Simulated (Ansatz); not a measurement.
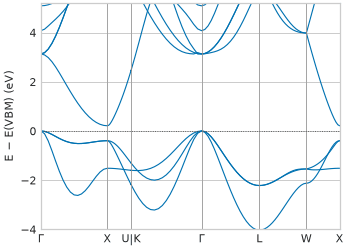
*Band structure from DFT-PBE in the program Ansatz with PAW potentials*

Question: Read off the gap and where the band edges lie.

Answer: About 0.2 eV (0.21 eV by a search for the band edges); maximum at Γ, minimum at X.

The material is YN (rock salt, Fm-3m).

The PBE relaxation kept the symmetry of its start. No spin polarisation was allowed. Spin–orbit coupling is left out wherever it is not named.

Potentials: the later of the program's two PAW sets.
